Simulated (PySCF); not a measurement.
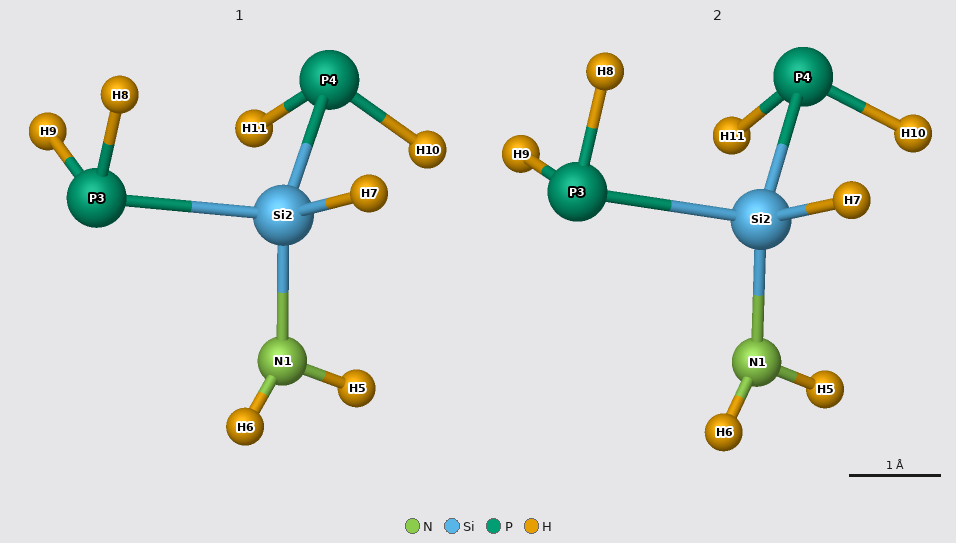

Two geometries of SiP2NH7, drawn at one scale. One is the start of a relaxation, the other its converged end. The picture is a ball-and-stick view, seen from a free direction.

Theory: PySCF 2.14.0, density-fitted response routines, PBE0-D3(BJ)/def2-SVP geometry optimisation, gas phase. 

Which of the two is the end point?

Structure 2 is the relaxed one. The start comes from GFN2-xTB. Its atoms were then displaced at random by about 0.01 Å. The energy falls by 3.86 kcal/mol in 8 geometry steps. The largest move after the best rigid fit is that of H8, 0.33 Å. Largest moves by element: H 0.33 Å, P 0.15 Å, N 0.06 Å, Si 0.05 Å. Among the contacts that change: N1–H6 0.968 → 1.016 Å, P3–H8 1.384 → 1.428 Å, Si2–H7 1.470 → 1.503 Å, P3–H9 1.403 → 1.429 Å. Among the angles between lasting bonds that change: N1–Si2–P3 102.4° → 105.7°, H10–P4–H11 90.4° → 93.6°, Si2–P4–H11 95.8° → 92.8°. Cost: 59 s on 1 thread of Arm Neoverse N1, on a shared host.
